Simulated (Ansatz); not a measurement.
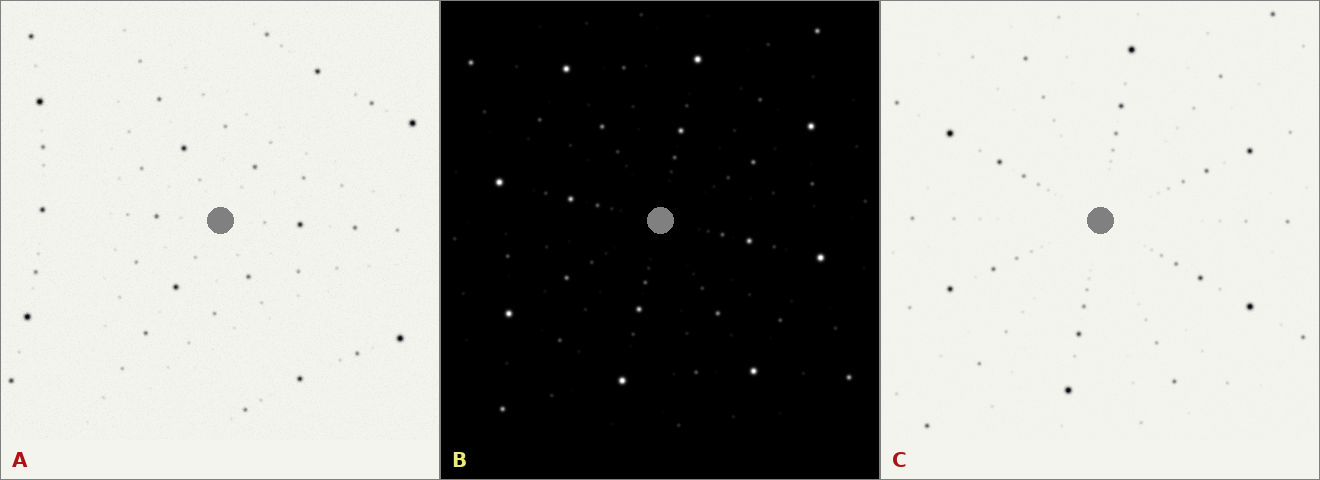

Simulated back-reflection Laue patterns (white X-rays, 0.45 to 2.2 Å, flat plate covering ±45° about the beam, kinematic intensities, seen from the source). Crystal: Cr, space group Im-3m (No. 229), a = 2.88 Å. Structure: the input geometry of an electronic-structure calculation (not necessarily at equilibrium).

| atom | site | symmetry | x | y | z |
| --- | --- | --- | --- | --- | --- |
| Cr | 2a | m-3m | 0.0000 | 0.0000 | 0.0000 |

### The directions [001], [110], [111] point towards the source, in some order. Which is which?

A: [111], symmetry 3m (a threefold axis with three mirror lines). B: [001], symmetry 4mm (a fourfold axis with mirror lines). C: [110], symmetry 2mm (a twofold axis with two mirror lines). The Laue class is m-3m.
